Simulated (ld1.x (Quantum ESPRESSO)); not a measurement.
**Rb: pseudopotential generation (part 2 of 2)**

Continued. System: rubidium (Rb, Z = 37), core [Ar] 3d10, reference valence 4s2 4p6 4d0 5s0 5p1, valence charge 9. Method: TM potential, PBEsol, scalar-relativistic, made with ld1.x (Quantum ESPRESSO) 7.5.

**Output of the test run (extracts), continued**
```
     ---------------------- Testing the pseudopotential ----------------------

     Rb
     scalar relativistic calculation

     atomic number is 37.00   valence charge is  9.00
     dft =PBESOL   lsd =0 sic =0 latt =0  beta=0.20 tr2=1.0E-14
     mesh =1219 r(mesh) = 100.89517 xmin = -7.00 dx = 0.01250

     n l     nl             e AE (Ry)        e PS (Ry)    De AE-PS (Ry)
     1 0     4S   1( 2.00)       -2.40235       -2.40236        0.00001
     2 1     4P   1( 6.00)       -1.23130       -1.23096       -0.00034
     3 2     4D   1( 0.50)       -0.02824       -0.03133        0.00310
     2 0     5S   1( 0.50)       -0.19137       -0.19482        0.00345
     3 1     5P   1( 0.00)       -0.08109       -0.02433       -0.05676  !

     eps = 5.5E-15  iter = 20

     Etot =   -5958.606951 Ry,   -2979.303476 Ha,  -81070.977619 eV
     Etotps =   -52.212204 Ry,     -26.106102 Ha,    -710.383230 eV
     dEtot_ae =      -0.027838 Ry
     dEtot_ps =      -0.027388 Ry,   Delta E=      -0.000449 Ry

     Ekin =      14.065065 Ry,       7.032532 Ha,     191.364954 eV
     Encl =     -93.180990 Ry,     -46.590495 Ha,   -1267.791952 eV
     Ehrt =      38.186162 Ry,      19.093081 Ha,     519.549206 eV
     Ecxc =     -11.865525 Ry,      -5.932763 Ha,    -161.438694 eV
     (Ecc =      -3.506835 Ry,      -1.753417 Ha,     -47.712914 eV)
     Epseu=       0.583083 Ry,       0.291542 Ha,       7.933255 eV

     ---------------------- End of pseudopotential test ----------------------

     ---------------------- Testing the pseudopotential ----------------------

     Rb
     scalar relativistic calculation

     atomic number is 37.00   valence charge is  9.00
     dft =PBESOL   lsd =0 sic =0 latt =0  beta=0.20 tr2=1.0E-14
     mesh =1219 r(mesh) = 100.89517 xmin = -7.00 dx = 0.01250

     n l     nl             e AE (Ry)        e PS (Ry)    De AE-PS (Ry)
     1 0     4S   1( 2.00)       -3.17124       -3.17025       -0.00099
     2 1     4P   1( 5.00)       -1.95658       -1.95667        0.00009
     3 2     4D   1( 0.00)       -0.48124       -0.45830       -0.02293  !
     2 0     5S   1( 1.00)       -0.59324       -0.59951        0.00627  !
     3 1     5P   1( 0.00)       -0.38784       -0.40028        0.01245  !

     eps = 8.2E-15  iter = 18

     Etot =   -5957.134359 Ry,   -2978.567179 Ha,  -81050.941976 eV
     Etotps =   -50.734253 Ry,     -25.367126 Ha,    -690.274676 eV
     dEtot_ae =       1.444755 Ry
     dEtot_ps =       1.450563 Ry,   Delta E=      -0.005808 Ry

     Ekin =      13.260790 Ry,       6.630395 Ha,     180.422236 eV
     Encl =     -85.643442 Ry,     -42.821721 Ha,   -1165.238388 eV
     Ehrt =      32.071747 Ry,      16.035874 Ha,     436.358348 eV
     Ecxc =     -11.099201 Ry,      -5.549600 Ha,    -151.012322 eV
     (Ecc =      -3.506835 Ry,      -1.753417 Ha,     -47.712914 eV)
     Epseu=       0.675853 Ry,       0.337927 Ha,       9.195450 eV

     ---------------------- End of pseudopotential test ----------------------

     ---------------------- Testing the pseudopotential ----------------------

     Rb
     scalar relativistic calculation

     atomic number is 37.00   valence charge is  9.00
     dft =PBESOL   lsd =0 sic =0 latt =0  beta=0.20 tr2=1.0E-14
     mesh =1219 r(mesh) = 100.89517 xmin = -7.00 dx = 0.01250

     n l     nl             e AE (Ry)        e PS (Ry)    De AE-PS (Ry)
     1 0     4S   1( 2.00)       -2.44098       -2.43442       -0.00656  !
     2 1     4P   1( 6.00)       -1.26977       -1.26257       -0.00720  !
     3 2     4D   1( 1.00)       -0.04600       -0.04451       -0.00148
     2 0     5S   1( 0.00)       -0.20612       -0.20966        0.00354
     3 1     5P   1( 0.00)       -0.09682       -0.02905       -0.06777  !

     eps = 7.1E-15  iter = 26

     Etot =   -5958.526314 Ry,   -2979.263157 Ha,  -81069.880499 eV
     Etotps =   -52.129973 Ry,     -26.064987 Ha,    -709.264421 eV
     dEtot_ae =       0.052799 Ry
     dEtot_ps =       0.054843 Ry,   Delta E=      -0.002043 Ry

     Ekin =      14.135944 Ry,       7.067972 Ha,     192.329312 eV
     Encl =     -92.898820 Ry,     -46.449410 Ha,   -1263.952837 eV
     Ehrt =      37.918407 Ry,      18.959204 Ha,     515.906214 eV
     Ecxc =     -11.852011 Ry,      -5.926005 Ha,    -161.254818 eV
     (Ecc =      -3.506835 Ry,      -1.753417 Ha,     -47.712914 eV)
     Epseu=       0.566506 Ry,       0.283253 Ha,       7.707708 eV

     ---------------------- End of pseudopotential test ----------------------

     ---------------------- Testing the pseudopotential ----------------------

     Rb
     scalar relativistic calculation

     atomic number is 37.00   valence charge is  9.00
     dft =PBESOL   lsd =0 sic =0 latt =0  beta=0.20 tr2=1.0E-14
     mesh =1219 r(mesh) = 100.89517 xmin = -7.00 dx = 0.01250

     n l     nl             e AE (Ry)        e PS (Ry)    De AE-PS (Ry)
     1 0     4S   1( 1.00)       -3.22497       -3.22312       -0.00185
     2 1     4P   1( 6.00)       -2.00089       -1.99964       -0.00125
     3 2     4D   1( 0.00)       -0.49794       -0.46744       -0.03050  !
     2 0     5S   1( 1.00)       -0.59808       -0.60492        0.00685  !
     3 1     5P   1( 0.00)       -0.38965       -0.40253        0.01287  !

     eps = 4.9E-15  iter = 19

     Etot =   -5955.915003 Ry,   -2977.957501 Ha,  -81034.351792 eV
     Etotps =   -49.515690 Ry,     -24.757845 Ha,    -673.695286 eV
     dEtot_ae =       2.664111 Ry
     dEtot_ps =       2.669126 Ry,   Delta E=      -0.005015 Ry

     Ekin =      14.406993 Ry,       7.203496 Ha,     196.017122 eV
     Encl =     -85.052984 Ry,     -42.526492 Ha,   -1157.204801 eV
     Ehrt =      31.745385 Ry,      15.872693 Ha,     431.917969 eV
     Ecxc =     -10.999335 Ry,      -5.499668 Ha,    -149.653578 eV
     (Ecc =      -3.506835 Ry,      -1.753417 Ha,     -47.712914 eV)
     Epseu=       0.384251 Ry,       0.192125 Ha,       5.228001 eV

     ---------------------- End of pseudopotential test ----------------------
```

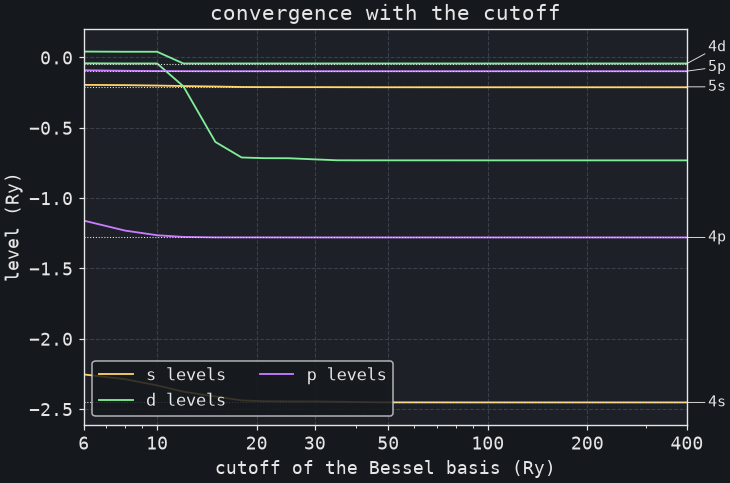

The pseudo-atom Hamiltonian at the reference potential is diagonalised in spherical Bessel functions (20 bohr box) up to the cutoff. Curves: the lowest levels of each channel that holds a bound state. Dotted lines: the all-electron valence levels.

- Ghost states: ghost state below the valence levels: d at -10.0 eV. A ghost is a state of the pseudo-atom that lies below a valence level of its channel, or is bound in a channel without one, and matches no all-electron valence level; bound levels above the valence ones can be real empty states. In Ry: d -0.73.
- All-electron valence levels: 4s: -2.45 Ry; 5s: -0.21 Ry; 4d: -0.04 Ry; 4p: -1.28 Ry; 5p: -0.10 Ry.
- Onset of the ghost: the lowest d curve lies clearly below the lowest valence level of its channel from about 12 Ry on and ends at -0.73 Ry.

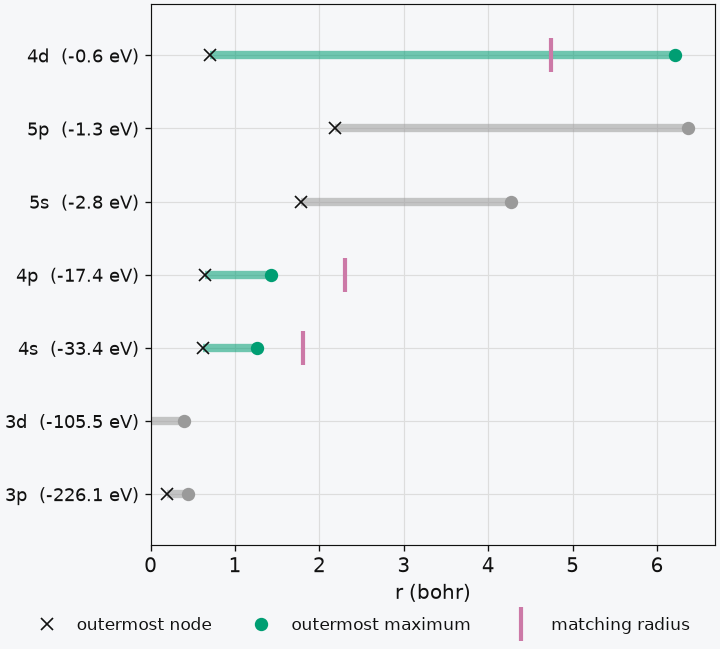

Outer shells of the all-electron reference atom: each bar runs from the outermost node (or the nucleus) to the outermost maximum of u(r); the tick is the radius chosen for the pseudo-wave. Shells without a tick have no pseudo-wave of their own. Levels, nodes and maxima are from ld1.x, scalar-relativistic.

- Radii against the shells: 4s: 1.80 bohr, outside the maximum; 4p: 2.30 bohr, outside the maximum; 4d: 4.74 bohr, between node and maximum.

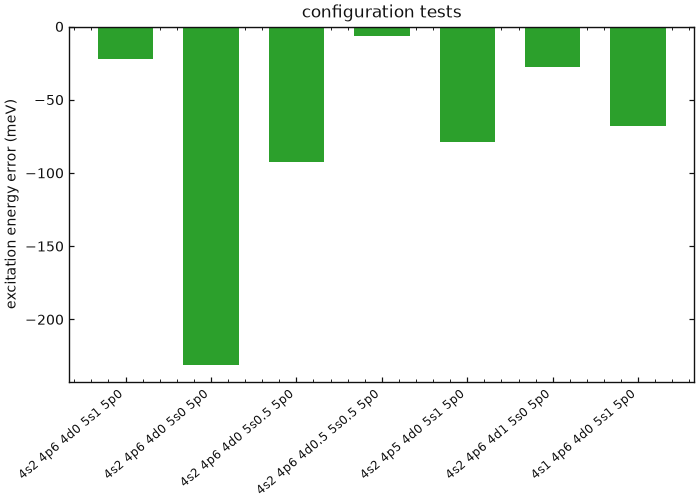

Errors, all-electron minus pseudo, of the energies of valence configurations relative to the unpolarised reference 4s2 4p6 4d0 5s0 5p1.

- Worst configuration: 4s2 4p6 4d0 5s0 5p0 (charge +1): the error is -231 meV on an all-electron energy of +2.58 eV relative to the reference, or 9 %.
- Configurations within 10 meV and within 50 meV: 1 and 3 of 7. The potential isn't sound: its ghost test gives ghost state below the valence levels: d at -10.0 eV.

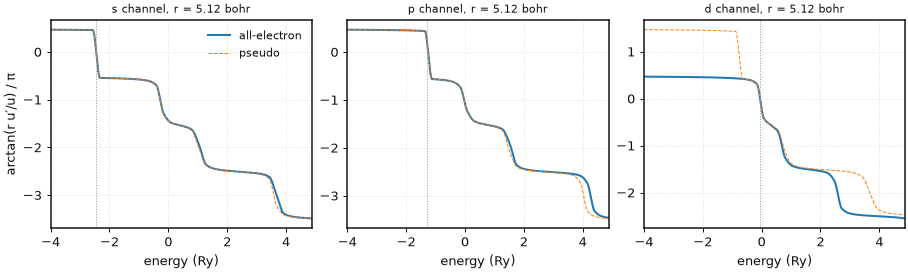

Unwrapped phase arctan(r u′/u) in units of π against energy, all-electron (solid) and pseudo (dashed); the pseudo phase is matched to the all-electron one at the reference energy. Here u = r R(r). A near-vertical step is a level narrower than the spacing of the points behind the curves. The dotted line marks the reference energy of the channel.

- Range over which the phases agree within 0.05 rad: s: up to about -0.3 Ry; p: up to about 1.2 Ry; d: between about -0.7 and 0.5 Ry.
- Ghost states: Going away from the reference energies, the phases part by more than π/2 in: p at about 4.1 Ry (above its reference energy, pseudo phase lower); d at about 2.6 Ry (above its reference energy, pseudo phase higher); d at about -0.8 Ry (below its reference energy, pseudo phase higher, at the flagged ghost). Such a step is either a state that only one of the two atoms has or an ordinary level shifted in energy. The separate test gives: ghost state below the valence levels: d at -10.0 eV.

**Summary**

- outcome: generated, with a ghost state
- cutoffs needed: 40 Ry and 50 Ry (the cutoffs, on a coarse ladder, from which the occupation-weighted sum of valence levels, in a spherical-Bessel basis at the reference potential, stays within 10 and 1 mRy of its value at 400 Ry); ghost states and empty shells don't enter this sum
- ghost test: ghost state below the valence levels: d at -10.0 eV (spherical-Bessel basis up to 400 Ry, 20 bohr box)
- largest excitation error: -231 meV (all-electron minus pseudo) for 4s2 4p6 4d0 5s0 5p0, out of 7 test configurations
- range over which the phases arctan(r u′/u) at the test radius agree within 0.05 rad (a looser test near the poles than one of phase shifts): s: up to about -0.3 Ry; p: up to about 1.2 Ry; d: between about -0.7 and 0.5 Ry
- hardware: 1 CPU thread, shared host
- wall time: 3.3 s

**Remarks**

The potential has a bound ghost state, so it can't be used as it stands.
